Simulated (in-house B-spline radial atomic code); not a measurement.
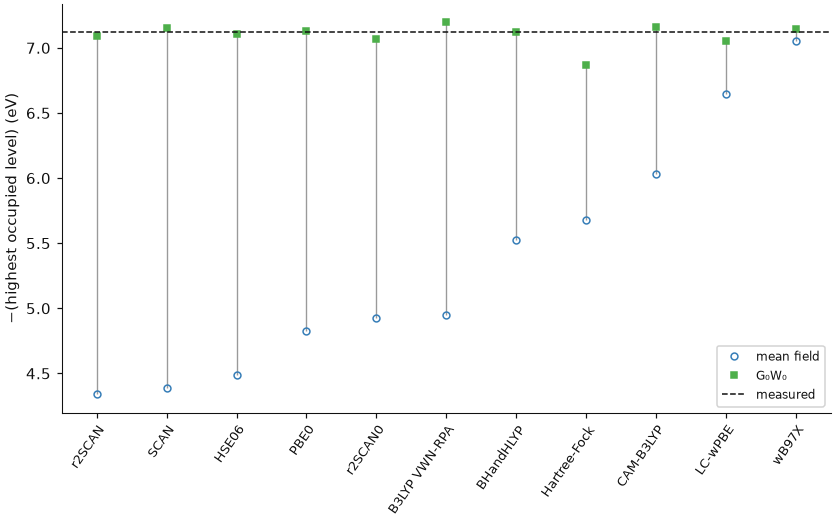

Binding energy of the highest level (5s↓) of an atom or ion with the configuration [Kr] 4d⁵ 5s², on 11 mean-field starts and after G₀W₀. All-electron spherical atom, scalar X2C, no spin-orbit coupling, Breit or QED terms; computed with a B-spline radial code.

**Which atom or ion is it?**

Neutral technetium. The mean-field values spread from 4.34 eV (r2SCAN) to 7.05 eV (wB97X); after G₀W₀ they lie between 6.87 eV (Hartree-Fock) and 7.20 eV (B3LYP VWN-RPA), so the spread shrinks from 2.71 to 0.33 eV. The measured removal energy is 7.12 eV; the nearest G₀W₀ value is that on BHandHLYP (7.12 eV).
